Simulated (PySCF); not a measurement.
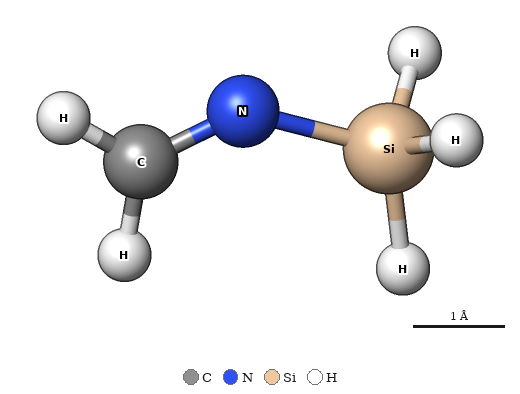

*The input geometry (ball-and-stick view, seen at a tilt).*

Bond lengths as drawn: C–H 1.06 to 1.12 Å, C–N 1.26 Å, H–Si 1.45 to 1.47 Å and N–Si 1.74 Å.

# Geometry relaxation, with input and output: CH$_{5}$NSi

The run: geometry relaxation of CH$_{5}$NSi. Method and program: PBE0-D3(BJ)/def2-SVP geometry optimisation, gas phase (PySCF 2.14.0).

The program's output:
```
step   0  E = -384.92684526  max force = 0.038115
step   1  E = -384.93237173  max force = 0.012065
step   2  E = -384.93242998  max force = 0.006696
step   3  E = -384.93286967  max force = 0.004344
step   4  E = -384.93292886  max force = 0.001469
step   5  E = -384.93297416  max force = 0.001462
step   6  E = -384.93298008  max force = 0.000553
step   7  E = -384.93298164  max force = 0.000052
optimisation converged
```

Trajectory as extended XYZ (Å, eV, eV/Å), 8 frames, from step=0 to step=7:
```
8
Properties=species:S:1:pos:R:3:forces:R:3 step=0 energy=-10474.39298
C     1.5585   -0.1426    0.0207   -1.9600   0.9632  -0.9582
N     0.4005   -0.3357    0.4873    0.7737  -0.1530   0.0059
Si   -1.2214    0.0697    0.0095    1.0774   0.0980   0.3649
H     1.7729    0.4437   -0.9073   -0.0512  -0.1393   0.0854
H     2.4126   -0.5085    0.5220    1.5230  -0.7207   0.9082
H    -1.6989    0.8373    1.1603   -0.4923   0.2620   0.3107
H    -1.8232   -1.2389   -0.1228   -0.7068  -0.6497  -0.1350
H    -1.3457    0.8558   -1.2222   -0.1638   0.3395  -0.5817
8
Properties=species:S:1:pos:R:3:forces:R:3 step=1 energy=-10474.54336
C     1.5590   -0.0506   -0.0087    0.6204  -0.3007   0.3310
N     0.4739   -0.3743    0.5333   -0.4205  -0.0396   0.1457
Si   -1.1714   -0.0055    0.0580    0.0149   0.0353  -0.1187
H     1.6731    0.5445   -0.9359   -0.0524   0.0955  -0.1131
H     2.5158   -0.3921    0.4648   -0.2539   0.2193  -0.2961
H    -1.8095    0.7653    1.1628    0.0336   0.0045   0.0218
H    -1.8998   -1.2962   -0.1122    0.0372   0.0037  -0.0017
H    -1.2791    0.7888   -1.2165    0.0208  -0.0179   0.0312
8
Properties=species:S:1:pos:R:3:forces:R:3 step=2 energy=-10474.54494
C     1.5568   -0.0699    0.0127   -0.2897   0.2293  -0.2761
N     0.4692   -0.3922    0.5597    0.1008  -0.2253   0.3443
Si   -1.1601   -0.0047    0.0542   -0.0043  -0.0017  -0.0136
H     1.5798    0.5376   -0.9187    0.3132  -0.0060  -0.0281
H     2.5404   -0.3665    0.4333   -0.1568  -0.0013  -0.0204
H    -1.7991    0.7749    1.1526    0.0032   0.0013   0.0013
H    -1.8940   -1.2892   -0.1280    0.0015   0.0017  -0.0069
H    -1.2310    0.7898   -1.2203    0.0322   0.0021  -0.0006
8
Properties=species:S:1:pos:R:3:forces:R:3 step=3 energy=-10474.55691
C     1.5440   -0.0631    0.0049   -0.1600   0.0790  -0.0857
N     0.4643   -0.3941    0.5673    0.2234  -0.0314   0.0363
Si   -1.1626   -0.0075    0.0586   -0.0651   0.0316  -0.0314
H     1.6159    0.5402   -0.9294   -0.0423  -0.0288   0.0346
H     2.5174   -0.3639    0.4298    0.0633  -0.0522   0.0633
H    -1.8005    0.7731    1.1571   -0.0142  -0.0030  -0.0053
H    -1.8939   -1.2924   -0.1275   -0.0155  -0.0011  -0.0046
H    -1.2225    0.7876   -1.2152    0.0104   0.0061  -0.0071
8
Properties=species:S:1:pos:R:3:forces:R:3 step=4 energy=-10474.55852
C     1.5412   -0.0606    0.0053    0.0042   0.0103  -0.0707
N     0.4686   -0.3959    0.5751    0.0270  -0.0360   0.0756
Si   -1.1597   -0.0080    0.0609   -0.0383   0.0224  -0.0273
H     1.6022    0.5375   -0.9315   -0.0150   0.0060   0.0087
H     2.5183   -0.3634    0.4258    0.0188  -0.0013   0.0160
H    -1.8054    0.7728    1.1547   -0.0051  -0.0044  -0.0018
H    -1.8942   -1.2907   -0.1313   -0.0033   0.0018  -0.0007
H    -1.2090    0.7882   -1.2133    0.0117   0.0012   0.0002
8
Properties=species:S:1:pos:R:3:forces:R:3 step=5 energy=-10474.55975
C     1.5339   -0.0634    0.0039    0.0726   0.0227   0.0029
N     0.4727   -0.4051    0.5913   -0.0752  -0.0258   0.0438
Si   -1.1544   -0.0094    0.0648   -0.0039   0.0004  -0.0146
H     1.5741    0.5359   -0.9323    0.0062   0.0026  -0.0172
H     2.5198   -0.3540    0.4158   -0.0106   0.0022  -0.0241
H    -1.8107    0.7740    1.1503    0.0021  -0.0040   0.0021
H    -1.8962   -1.2864   -0.1387    0.0022   0.0024   0.0024
H    -1.1772    0.7883   -1.2093    0.0066  -0.0004   0.0047
8
Properties=species:S:1:pos:R:3:forces:R:3 step=6 energy=-10474.55991
C     1.5307   -0.0614    0.0064    0.0038  -0.0284  -0.0165
N     0.4728   -0.4065    0.6004   -0.0112   0.0065   0.0030
Si   -1.1525   -0.0096    0.0661    0.0042   0.0025   0.0018
H     1.5629    0.5338   -0.9332    0.0053   0.0096   0.0040
H     2.5200   -0.3536    0.4075   -0.0025   0.0115   0.0042
H    -1.8142    0.7739    1.1482   -0.0016  -0.0022   0.0014
H    -1.8950   -1.2853   -0.1423    0.0012   0.0001   0.0008
H    -1.1625    0.7887   -1.2074    0.0009   0.0004   0.0013
8
Properties=species:S:1:pos:R:3:forces:R:3 step=7 energy=-10474.55996
C     1.5312   -0.0630    0.0053    0.0005  -0.0020   0.0009
N     0.4723   -0.4067    0.5985   -0.0017   0.0027  -0.0005
Si   -1.1530   -0.0093    0.0658    0.0017  -0.0002  -0.0011
H     1.5656    0.5340   -0.9332    0.0004   0.0006   0.0003
H     2.5198   -0.3527    0.4096   -0.0009  -0.0006  -0.0010
H    -1.8137    0.7734    1.1490   -0.0003  -0.0017   0.0008
H    -1.8954   -1.2851   -0.1420   -0.0003   0.0000  -0.0003
H    -1.1647    0.7894   -1.2074    0.0005   0.0011   0.0010
```

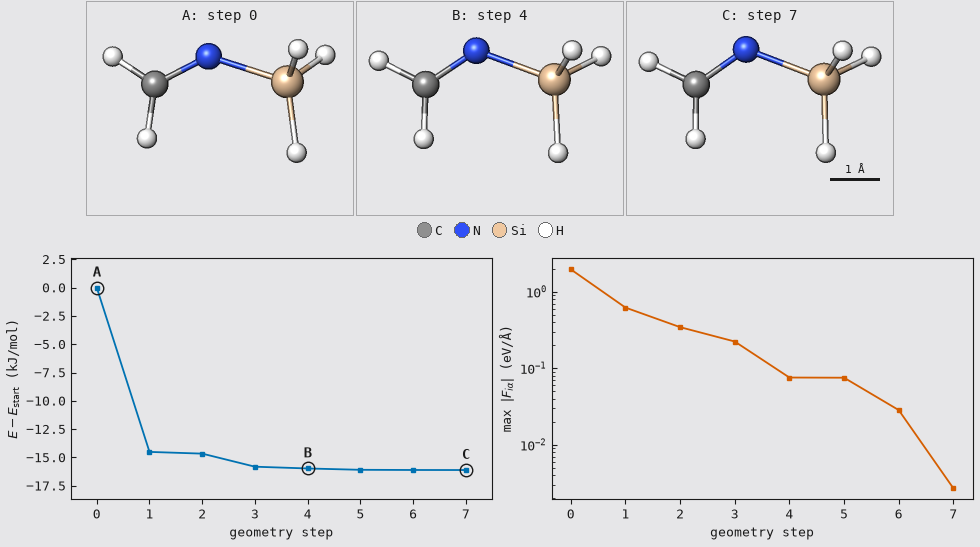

*Frames of the relaxation (ball-and-stick view, seen at a tilt) above the curves, on which the letters mark them (steps are counted from 0).*

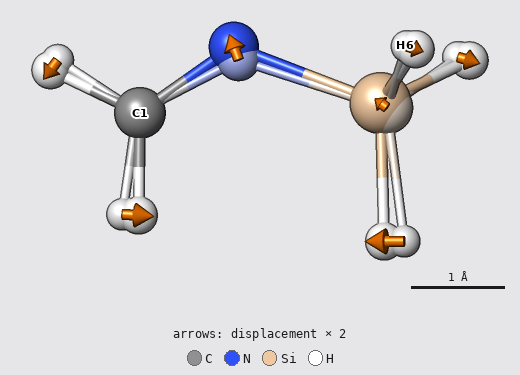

*Start (faint) and end (solid) with the displacements as orange arrows, magnified 2 times (ball-and-stick view, seen at a tilt). The two geometries are laid on each other by the best rigid fit.*

The energy falls by 16.1 kJ/mol in 7 geometry steps. Largest force component: 2 eV/Å at the start, 0.0027 eV/Å at the end. The largest move after the best rigid fit is that of H8, 0.23 Å. By element the largest moves are H 0.23 Å, N 0.15 Å, Si 0.09 Å, C 0.04 Å. Among the contacts that change: C1–H5 1.056 → 1.107 Å, Si3–H7 1.446 → 1.491 Å, Si3–H8 1.466 → 1.503 Å, Si3–H6 1.463 → 1.491 Å. Among the angles that change: C1–N2–Si3 135.9° → 124.9°, N2–Si3–H6 102.2° → 108.0°, H6–Si3–H7 114.3° → 109.3°. (Atoms are counted from 1 in the order of the input.)

This output came from the following input.

Input file:
```
{"job": {"xc": "PBE0", "basis": "def2-SVP", "d3": "d3bj", "grid": 1, "shake": 0.01, "kind": "geom"}, "charge": 0, "multiplicity": 1}
C      1.558470    -0.142590     0.020700
N      0.400460    -0.335650     0.487310
Si    -1.221390     0.069660     0.009530
H      1.772850     0.443690    -0.907290
H      2.412590    -0.508540     0.521950
H     -1.698910     0.837340     1.160310
H     -1.823230    -1.238850    -0.122820
H     -1.345710     0.855810    -1.222160
```

The first line tells a small driver script what to run in PySCF; the rest is the geometry in Å.

Command:
```bash
OMP_NUM_THREADS=1 python <driver script> task.json out
```

Results in brief:

- outcome: converged
- total energy: −384.932982 hartree
- dipole moment: 1.42 D
- point group: Cs
- hardware: 1 CPU thread, shared host
- wall time: 9 s
- peak memory: 0.3 GiB
